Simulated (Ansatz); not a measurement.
## AlBH$_{4}$ClOF: frequency calculation

System: AlBH$_{4}$ClOF.
Method: RKS PBE0-D4/6-31G* (Ansatz 0.2.0).

It belongs to a series of runs on one base structure; here: vibrations at the highest image of the band.

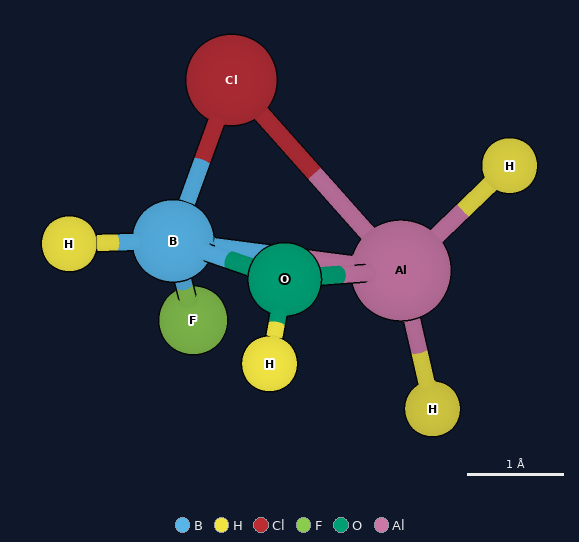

**Figure 1.** The structure as given in the input (ball-and-stick view, seen at a tilt). Sticks mark near contacts.

**The input**
```yaml
crystal:
  periodic: [false, false, false]
  atoms:
    - { symbol: B, position_ang: [0.057052, -0.255433, 0.309328] }
    - { symbol: H, position_ang: [0.249575, 0.77677, 0.874803] }
    - { symbol: Cl, position_ang: [1.13142, -0.61057, -1.192934] }
    - { symbol: F, position_ang: [-1.252786, -0.490797, -0.181928] }
    - { symbol: O, position_ang: [0.317533, -1.518401, 1.129235] }
    - { symbol: Al, position_ang: [-0.366179, -2.605565, -0.280641] }
    - { symbol: H, position_ang: [0.663819, -3.60078, -0.945906] }
    - { symbol: H, position_ang: [-1.851068, -3.074583, 0.01718] }
    - { symbol: H, position_ang: [-0.197869, -1.496438, 1.951266] }
basis:
  gaussian: { orbitals: "6-31G*" }
hamiltonian:
  xc: pbe0
  dispersion: d4
phonons: {}
```

Machine: 2 threads of Arm Neoverse V2, 24 GiB of memory available, shared host.

Launch command:
```bash
ansatz run input.yaml --threads 2 --pin off --max-ram 3072MiB --backend cpu --events-out ev --progress --plain --runs-dir out
```

**Log**
```
Engine: ansatz 0.2.0, aarch64-unknown-linux-gnu
Functional definition: PBE0
  parameter a = 0.25
  parameter kappa = 0.804
  parameter beta = 0.06672455060314922
  exchange = (1 - a)*pbe_x(kappa = kappa, mu = beta*pi^2/3) + a*exact_x
  correlation = pbe_c(beta = beta)
938 factors; integrals over basis functions are off by at most 4.6e-4 eV
mean field evaluation 1: about -24611.8046 eV, gradient 4.2e1 eV
mean field evaluation 2: about -24609.5348 eV, gradient 5.7e1 eV
mean field evaluation 4: about -24614.7445 eV, gradient 1.8e0 eV
mean field evaluation 8: about -24614.7713 eV, gradient 1.3e-1 eV
mean field -24614.77137988 eV, -904.5761637195 hartree, gradient 2.9e-5 eV, S^2 0.000000; 0 other end points of the search recorded, 0 dependent functions left out
the calculation of the forces begins
reference -24614.77141322 eV, -904.5761649444 hartree; 28, 28 occupied and 63, 63 virtual orbitals, 938 factors
these checks for a lower state are left out or cut short: stability, starts, cluster_reference, orbital_swaps, neighbouring_geometries, increment
938 factors; integrals over basis functions are off by at most 4.6e-4 eV
mean field evaluation 16: about -24614.7497 eV, gradient 1.9e-1 eV
mean field -24614.77129587 eV, -904.5761606319 hartree, gradient 1.5e-6 eV, S^2 0.000000; 0 other end points of the search recorded, 0 dependent functions left out
[... from here on the field's lines of each further geometry are left out, up to the last ...]
the calculation of the forces begins
reference -24614.77130319 eV, -904.5761609010 hartree; 28, 28 occupied and 63, 63 virtual orbitals, 938 factors
these checks for a lower state are left out or cut short: stability, starts, cluster_reference, orbital_swaps, neighbouring_geometries, increment
938 factors; integrals over basis functions are off by at most 4.6e-4 eV
mean field -24614.77125795 eV, -904.5761592384 hartree, gradient 1.8e-6 eV, S^2 0.000000; 0 other end points of the search recorded, 0 dependent functions left out
the calculation of the forces begins
reference -24614.77129128 eV, -904.5761604632 hartree; 28, 28 occupied and 63, 63 virtual orbitals, 938 factors
WARN: phonons: modes at or below zero, which the zero-point energy, F, S and C_V leave out: 1, the lowest at -221.43 cm⁻¹. A minimum has none, and a first-order saddle one
Total energy: -24614.94489103 eV, -904.5825401365 hartree
Atom 0 at     0.057052    -0.255433     0.309328 Å, force     0.000294     0.000180    -0.000427 eV/Å
Atom 1 at     0.249575     0.776770     0.874803 Å, force     0.000067     0.000211     0.000077 eV/Å
Atom 2 at     1.131420    -0.610570    -1.192934 Å, force    -0.000019     0.000055     0.000194 eV/Å
Atom 3 at    -1.252786    -0.490797    -0.181928 Å, force    -0.000278    -0.000018    -0.000086 eV/Å
Atom 4 at     0.317533    -1.518401     1.129235 Å, force    -0.000129    -0.000267    -0.000180 eV/Å
Atom 5 at    -0.366179    -2.605565    -0.280641 Å, force     0.000058    -0.000054     0.000208 eV/Å
Atom 6 at     0.663819    -3.600780    -0.945906 Å, force    -0.000003     0.000048    -0.000043 eV/Å
Atom 7 at    -1.851068    -3.074583     0.017180 Å, force    -0.000029    -0.000039    -0.000018 eV/Å
Atom 8 at    -0.197869    -1.496438     1.951266 Å, force     0.000039    -0.000115     0.000276 eV/Å
Dipole moment:    -0.158769    -0.119705     0.522593 e Å
Vibrations: -221.43 174.39 257.26 333.31 362.49 475.11 543.66 559.36 612.70 651.61 737.13 814.82 832.00 968.90 985.27 1105.36 1136.68 1960.08 1984.25 2706.99 3783.44 cm⁻¹, zero-point energy 1.300893 eV
```

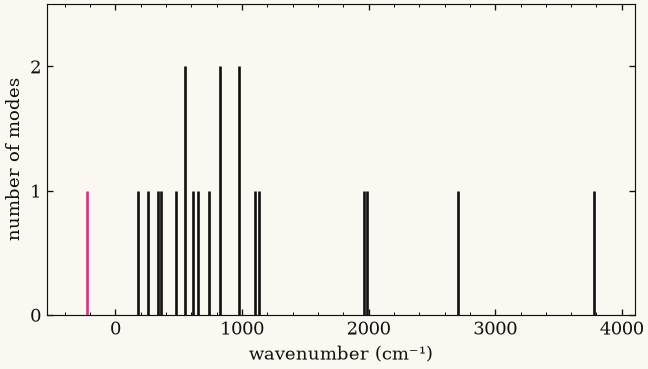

**Figure 2.** Harmonic vibrational wavenumbers from the force constants; neighbouring modes closer than 18 cm⁻¹ are counted in one stick, and imaginary ones are drawn at negative wavenumbers. 21 modes from 221i to 3783 cm⁻¹, 1 imaginary beyond 8i (221i cm⁻¹): a first-order saddle point, if the geometry is stationary.

**Summary**

| quantity | value |
| --- | --- |
| outcome | converged |
| total energy | −24614.9449 eV |
| mean-field energy | −24614.7714 eV |
| largest force (length of the vector) | 0.001 eV/Å |
| wall time | 80 s (CPU time 2.6 min) |
| peak memory | 0.19 GiB |
